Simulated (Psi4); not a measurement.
**CH5BCl− (SMILES C[BH2-]Cl) at TPSSh/6-311+G(d,p)**

What is the vertical ionisation energy of CH5BCl− at TPSSh/6-311+G**? 

The results are computed with Psi4 1.11.

2 further runs of the same task are left out: 2 set aside as unsound or not needed.

## 1. The system as given

CH5BCl−: 8 atoms, total charge -1, spin state singlet. SMILES: `C[BH2-]Cl`. The shape is that of a GFN2-xTB optimisation.

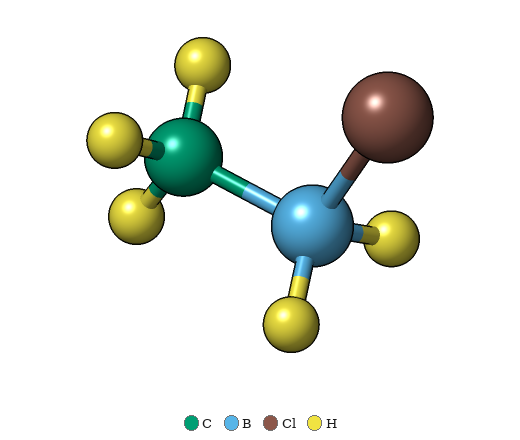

Viewed from a chosen angle; carbon teal, boron blue, chlorine brown, hydrogen yellow.

## 2. A single-point energy at TPSSh/6-311+G(d,p)

calc.py

```python
import psi4

psi4.set_memory(1600000000)
psi4.set_num_threads(1)
psi4.core.set_output_file('output.dat', False)

geom = psi4.geometry("""
-1 1
C
B 1 1.631244
Cl 2 1.898163 1 107.82397
H 1 1.092286 2 112.35527 3 -60.29874
H 1 1.092298 4 107.07097 2 -123.79465
H 1 1.094158 4 107.18816 5 -114.72864
H 2 1.208822 1 112.65558 4 55.78397
H 2 1.209288 7 111.91438 1 -128.14433
symmetry c1
""")

options = {'basis': '6-311+G**', 'puream': True, 'e_convergence': 1e-09, 'd_convergence': 1e-08, 'scf_type': 'pk', 'dft_radial_points': 99, 'dft_spherical_points': 590}
psi4.set_options(options)

e, wfn = psi4.energy('TPSSH', return_wfn=True)
psi4.oeprop(wfn, 'MULLIKEN_CHARGES', 'WIBERG_LOWDIN_INDICES', 'MAYER_INDICES', title='TPSSH')
print(f'TPSSH energy: {e:.10f} Eh')
```

Started as:

```bash
python calc.py
```

output.dat, cut to the lines that bear on the results:

```text
[...]
  Running in c1 symmetry.
[...]
  Nuclear repulsion =   89.231473488947387
[...]
  Multiplicity = 1
[...]
  Nalpha       = 17
  Nbeta        = 17
[...]
    Number of basis functions: 104
[...]
   @RKS iter   1:  -525.78019416235918   -1.75222e-01   9.26857e-03 DIIS/ADIIS
[...]
   @RKS iter  12:  -526.30949867947811   -4.20641e-12   2.26197e-09 DIIS
[...]
    Orbital Energies [Eh]
    ---------------------
    Doubly Occupied:
       1A   -101.147014     2A     -9.891141     3A     -9.137446
       4A     -6.884394     5A     -6.879519     6A     -6.879390
       7A     -6.456630     8A     -0.563200     9A     -0.475733
      10A     -0.262037    11A     -0.197368    12A     -0.196834
      13A     -0.118891    14A     -0.116148    15A     -0.111975
      16A     -0.053288    17A     -0.048203
[...]
  @RKS Final Energy:  -526.30949867947811
   => Energetics <=
    Nuclear Repulsion Energy =             89.2314734889473868
    One-Electron Energy =                -907.6626649032933756
    Two-Electron Energy =                 328.1520854863293266
    DFT Exchange-Correlation Energy =     -36.0303927514614273
    Empirical Dispersion Energy =           0.0000000000000000
    VV10 Nonlocal Energy =                  0.0000000000000000
    Total Energy =                       -526.3094986794781107
[...]
 Multipole Moments:
 ------------------------------------------------------------------------------------
     Multipole            Electronic (a.u.)      Nuclear  (a.u.)        Total (a.u.)
 ------------------------------------------------------------------------------------
 L = 1.  Multiply by 2.5417464519 to convert [e a0] to [Debye]
 Dipole X            :          0.0003873           -0.0001069            0.0002803
 Dipole Y            :         -5.9114085            5.3815383           -0.5298702
 Dipole Z            :          4.8627041           -5.1831660           -0.3204620
 Magnitude           :                                                    0.6192401
[...]
  Mulliken Charges: (a.u.)
   Center  Symbol    Alpha    Beta     Spin     Total
       1     C     3.24276  3.24276  0.00000 -0.48552
       2     B     2.62199  2.62199  0.00000 -0.24398
       3    CL     8.67967  8.67967  0.00000 -0.35934
       4     H     0.45113  0.45113  0.00000  0.09773
       5     H     0.45115  0.45115  0.00000  0.09770
       6     H     0.45961  0.45961  0.00000  0.08079
       7     H     0.54681  0.54681  0.00000 -0.09363
       8     H     0.54687  0.54687  0.00000 -0.09373
   Total alpha = 17.00000, Total beta = 17.00000, Total charge = -1.00000
[...]
```

Standard output:

```text
TPSSH energy: -526.3094986795 Eh
```

It took 58 s on 1 thread of AMD EPYC 7B13 (Zen 3), shared host; peak memory 0.7 GiB.

## 3. Doublet neutral CH5BCl: energy and forces at UTPSSh/6-311+G(d,p)

ch5bcl.json

```json
{
 "schema_name": "qcschema_input",
 "schema_version": 1,
 "molecule": {
  "schema_name": "qcschema_molecule",
  "schema_version": 2,
  "symbols": ["C", "B", "Cl", "H", "H", "H", "H", "H"],
  "geometry": [-0.47396221, 1.53674418, -0.21951059, 0.085529, -1.47377851, 0.13570123, 3.57398233, -1.86251407, 0.87475422, -0.03412845, 2.62286427, 1.47975004, 0.61837508, 2.36075926, -1.7649853, -2.47191295, 1.85374574, -0.6471934, -1.02287096, -2.3701323, 1.92069874, -0.27501184, -2.66768858, -1.77919604],
  "molecular_charge": 0,
  "molecular_multiplicity": 2,
  "fix_symmetry": "c1"
 },
 "driver": "gradient",
 "model": {
  "method": "tpssh",
  "basis": "6-311+G**"
 },
 "keywords": {
  "reference": "uks",
  "puream": true,
  "e_convergence": 1e-09,
  "d_convergence": 1e-08,
  "scf_type": "pk",
  "dft_radial_points": 99,
  "dft_spherical_points": 590,
  "maxiter": 200,
  "scf_properties": ["WIBERG_LOWDIN_INDICES", "MULLIKEN_CHARGES", "QUADRUPOLE"]
 }
}
```

Started as:

```bash
psi4 --qcschema ch5bcl.json -n 1 --memory 1600MB
```

stdout, cut to the lines that bear on the results:

```text
[...]
  Running in c1 symmetry.
[...]
  Nuclear repulsion =   89.231483681052993
[...]
  Multiplicity = 2
[...]
  Nalpha       = 17
  Nbeta        = 16
[...]
    Number of basis functions: 104
[...]
   @UKS iter   1:  -525.64236831629682   -3.73955e-02   9.06703e-03 DIIS/ADIIS
[...]
   @UKS iter  20:  -526.16072956095729    3.33102e-11   3.79960e-09 DIIS
[...]
   @S^2 Observed:                7.546221270E-01
[...]
  @UKS Final Energy:  -526.16072956095729
   => Energetics <=
    Nuclear Repulsion Energy =             89.2314836810529926
    One-Electron Energy =                -899.5747187852139177
    Two-Electron Energy =                 319.9341693818678891
    DFT Exchange-Correlation Energy =     -35.7516638386641787
    Empirical Dispersion Energy =           0.0000000000000000
    VV10 Nonlocal Energy =                  0.0000000000000000
    Total Energy =                       -526.1607295609572930
[...]
  Mulliken Charges: (a.u.)
   Center  Symbol    Alpha    Beta     Spin     Total
       1     C     3.26619  3.25692  0.00927 -0.52311
       2     B     2.65144  2.63269  0.01876 -0.28413
       3    CL     8.68537  8.20300  0.48237  0.11164
       4     H     0.43285  0.41232  0.02053  0.15483
       5     H     0.43282  0.41233  0.02049  0.15484
       6     H     0.42558  0.42701 -0.00143  0.14741
       7     H     0.55275  0.32808  0.22468  0.11917
       8     H     0.55299  0.32766  0.22533  0.11935
   Total alpha = 17.00000, Total beta = 16.00000, Total charge =  0.00000
[...]
  -Total Gradient:
     Atom            X                  Y                   Z
    ------   -----------------  -----------------  -----------------
       1        0.004942925065     0.020412003434    -0.000544022102
       2       -0.025749260617    -0.062451416069    -0.000217342794
       3        0.010594420861     0.007619504725     0.001561545424
       4       -0.001551643889    -0.001799125517    -0.002951632373
       5       -0.002602353484    -0.001426152390     0.002365804303
       6        0.001963833416    -0.000587609130     0.000449770453
       7        0.006909149038     0.018916550454    -0.003687332213
       8        0.005493570988     0.019310029286     0.003023819481
[...]
```

The result, in JSON:

```text
{
 "driver": "gradient",
 "model": {
  "method": "tpssh",
  "basis": "6-311+G**"
 },
 "success": true,
 "return_result": [0.004942925065169551, 0.02041200343444287, -0.0005440221019996604, -0.02574926061745845, -0.062451416069116875, -0.00021734279424742188, 0.010594420861029241, 0.007619504724938393, 0.0015615454240928694, -0.001551643889264251, -0.0017991255172799536, -0.002951632373421692, -0.0026023534838611334, -0.0014261523900672979, 0.0023658043028180753, 0.001963833415707189, -0.0005876091295251573, 0.00044977045307111746, 0.006909149037952159, 0.01891655045395798, -0.003687332212641836, 0.00549357098774288, 0.019310029285713334, 0.0030238194811930408],
 "properties": {
  "calcinfo_nbasis": 104,
  "calcinfo_nmo": 104,
  "calcinfo_nalpha": 17,
  "calcinfo_nbeta": 16,
  "calcinfo_natom": 8,
  "nuclear_repulsion_energy": 89.23148368105299,
  "return_energy": -526.1607295609573,
  "return_gradient": [0.004942925065169551, 0.02041200343444287, -0.0005440221019996604, -0.02574926061745845, -0.062451416069116875, -0.00021734279424742188, 0.010594420861029241, 0.007619504724938393, 0.0015615454240928694, -0.001551643889264251, -0.0017991255172799536, -0.002951632373421692, -0.0026023534838611334, -0.0014261523900672979, 0.0023658043028180753, 0.001963833415707189, -0.0005876091295251573, 0.00044977045307111746, 0.006909149037952159, 0.01891655045395798, -0.003687332212641836, 0.00549357098774288, 0.019310029285713334, 0.0030238194811930408],
  "scf_one_electron_energy": -899.5747187852139,
  "scf_two_electron_energy": 319.9341693818679,
  "scf_xc_energy": -35.75166383866418,
  "scf_dipole_moment": [-0.12602834342677838, -0.04976610332535181, -0.02212094972016687],
  "scf_total_energy": -526.1607295609573,
  "scf_total_gradient": [0.004942925065169551, 0.02041200343444287, -0.0005440221019996604, -0.02574926061745845, -0.062451416069116875, -0.00021734279424742188, 0.010594420861029241, 0.007619504724938393, 0.0015615454240928694, -0.001551643889264251, -0.0017991255172799536, -0.002951632373421692, -0.0026023534838611334, -0.0014261523900672979, 0.0023658043028180753, 0.001963833415707189, -0.0005876091295251573, 0.00044977045307111746, 0.006909149037952159, 0.01891655045395798, -0.003687332212641836, 0.00549357098774288, 0.019310029285713334, 0.0030238194811930408],
  "scf_iterations": 20
 }
}
```

It took 2.8 min on 1 thread of AMD EPYC 7B13 (Zen 3), shared host; peak memory 0.69 GiB.

## 4. Outcome

At TPSSh/6-311+G**:

| quantity | value |
| --- | --- |
| singlet CH5BCl−: total energy | -526.30950 Eh |
| singlet CH5BCl−: HOMO energy | -1.31 eV |
| singlet CH5BCl−: LUMO energy | 3.68 eV |
| singlet CH5BCl−: HOMO–LUMO gap (to an unbound level, set by the basis) | 4.99 eV |
| doublet neutral CH5BCl: total energy | -526.16073 Eh |
| doublet neutral CH5BCl: dipole moment | 0.35 D |
| doublet neutral CH5BCl: HOMO energy (highest over α and β) | -7.64 eV |
| doublet neutral CH5BCl: LUMO energy (lowest over α and β) | -6.81 eV |
| doublet neutral CH5BCl: ⟨S²⟩ | 0.755 |
| doublet neutral CH5BCl: largest force on an atom | 3.474 eV/Å |
| vertical detachment energy (to the doublet neutral) | 4.048 eV |

In words: Removing an electron at fixed nuclei costs 4.05 eV (93 kcal/mol). −ε(HOMO) before ionisation, 1.31 eV, is 2.74 eV below this ionisation energy. Mulliken charges (singlet CH5BCl−) run from -0.49 on C1 to +0.10 on H4; in a basis this large or diffuse they mean little. Mulliken charges (doublet neutral CH5BCl) run from -0.52 on C1 to +0.15 on H5; in a basis this large or diffuse they mean little.
